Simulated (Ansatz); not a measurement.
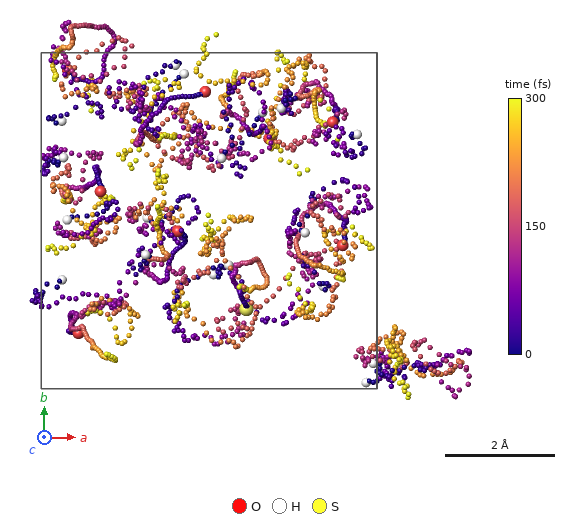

Molecular dynamics of a periodic cell with 8 H2O + 1 SH2 at 1.233 g/cm³, 300 fs long. It starts from the last geometry of an earlier run, with fresh velocities. Dots mark each atom's position at evenly spaced times, coloured by time; spheres stand at the starting positions. Seen along the c axis in the simulation cell.

Level of theory: Ansatz 0.2.0, DFT PBE-D3(BJ), scalar-relativistic, plane waves, PAW. Set-up: plane-wave cutoff 420 eV; k-point mesh 1 × 1 × 1; Fermi-Dirac smearing 0.05 eV; low-accuracy preset; Langevin thermostat (NVT); set temperature 1000 K; time step 1.5 fs; friction 0.01 per fs.

Input
```yaml
accuracy: low
crystal:
  lattice:
    - [6.214465, 0.0, 0.0]
    - [0.0, 6.214465, 0.0]
    - [0.0, 0.0, 6.214465]
  atoms:
    - { symbol: O, position: [0.40626499, 0.46894875, 0.76783516] }
    - { symbol: H, position: [0.31534155, 0.50880053, 0.63676315] }
    - { symbol: H, position: [0.31050049, 0.39852816, 0.87403179] }
    - { symbol: O, position: [0.11065427, 0.16487653, 0.31333895] }
    - { symbol: H, position: [0.0618081, 0.32394209, 0.30902083] }
    - { symbol: H, position: [-0.01088961, 0.07522971, 0.24854952] }
    - { symbol: O, position: [0.17636546, 0.58726302, 0.22990061] }
    - { symbol: H, position: [0.06625213, 0.68809285, 0.32028026] }
    - { symbol: H, position: [0.07723736, 0.50238057, 0.14015992] }
    - { symbol: O, position: [0.48814643, -0.11544064, 0.54543221] }
    - { symbol: H, position: [0.39930506, -0.03666543, 0.65834839] }
    - { symbol: H, position: [0.42568467, -0.06245531, 0.41169766] }
    - { symbol: O, position: [0.67872548, 0.74478343, 1.00712817] }
    - { symbol: H, position: [0.53678988, 0.68610529, 0.9875497] }
    - { symbol: H, position: [0.6594032, 0.82324814, 1.14863751] }
    - { symbol: O, position: [0.07861936, 0.94961264, 0.83282673] }
    - { symbol: H, position: [0.06114887, 0.79676588, 0.84447058] }
    - { symbol: H, position: [-0.03211263, 1.01802545, 0.91696284] }
    - { symbol: O, position: [0.8977259, 0.4267806, 0.77065221] }
    - { symbol: H, position: [0.83993504, 0.30489605, 0.66955286] }
    - { symbol: H, position: [0.78595561, 0.46436562, 0.86240151] }
    - { symbol: O, position: [0.86813458, 0.79390396, 0.50024413] }
    - { symbol: H, position: [0.71467394, 0.83466876, 0.51385989] }
    - { symbol: H, position: [0.94119807, 0.75709612, 0.6316291] }
    - { symbol: S, position: [0.61089067, 0.23696357, 0.21832437] }
    - { symbol: H, position: [0.51327516, 0.33966555, 0.05774672] }
    - { symbol: H, position: [0.55773, 0.36817344, 0.374589] }
basis:
  ecutwfc: 420.0
kpoints:
  mp_grid: { grid: [1, 1, 1] }
hamiltonian:
  xc: pbe
  dispersion: d3bj
scf:
  occupations: { method: fermi_dirac, width: 0.05 }
  lower_state_search: "off"
  max_iter: 95
md:
  timestep: 1.5
  n_steps: 200
  ensemble: nvt_langevin
  temperature: 1000.0
  initial_velocities: maxwell_boltzmann
  seed: 714354
  friction: 0.01
```

Launched with:
```bash
ansatz run input.yaml --threads 1 --pin off --max-ram 3072MiB --backend cpu --events-out ev --progress --plain --runs-dir out
```

**What do the traces tell about the motion?**

Root-mean-square distances from the starting positions over the second half, with the common drift of all atoms taken out: H 1.55 Å, O 1.09 Å, S 0.72 Å. The heavy atoms stay within a fraction of a molecule's size of their starting places; so short a run doesn't tell a liquid from a solid. Over the second half the temperature averages 952 K (spread ±81 K). The potential energy in the second half lies on average 5.9 meV per atom below the first frame. The time step of 1.5 fs is long for the fastest vibrations here (lightest element hydrogen).

Limits of the set-up: the program's low-accuracy preset was used; the periodic images lie only 6.2 Å apart, so the values are limited by the cell's size.
